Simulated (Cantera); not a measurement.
Charge: 1 mol FeS, 0.14 mol H2S, a varied amount of CO2, at 1523 K and 0.0380 bar.

Cantera equilibrium calculation (NASA polynomials, part measured and part estimated; ideal gas, pure solids and liquids). Candidate condensed phases: C, C6H6, C7H8, C8H18, Fe, Fe(CO)5, FeO, Fe(OH)2, Fe(OH)3, FeS, FeSO4, FeS2, Fe2O3, Fe2(SO4)3, Fe3O4, H2O, H2SO4, S; 127 gas species. Metal and sulfide melt together well below either melting point, which pure phases cannot show. Mutual solubility and eutectic melting of coexisting phases are not modelled. The tables' stoichiometric FeO is somewhat more stable than real wüstite, so its field is too wide. FeO, FeS: taken at fixed stoichiometry. Kinetics and transport are ignored.

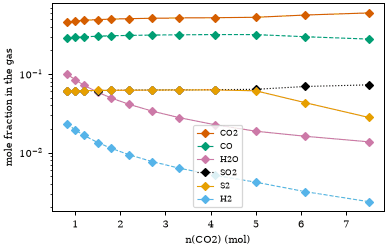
*Equilibrium gas composition (values under 1e-9 drawn at 1e-9)*

**Question.** Read off the mole fractions at 3.3 mol CO2.

**Answer.** CO2 about 0.52, CO about 0.32, SO2 about 0.063, S2 about 0.063, H2O about 0.028, H2 about 0.0063.
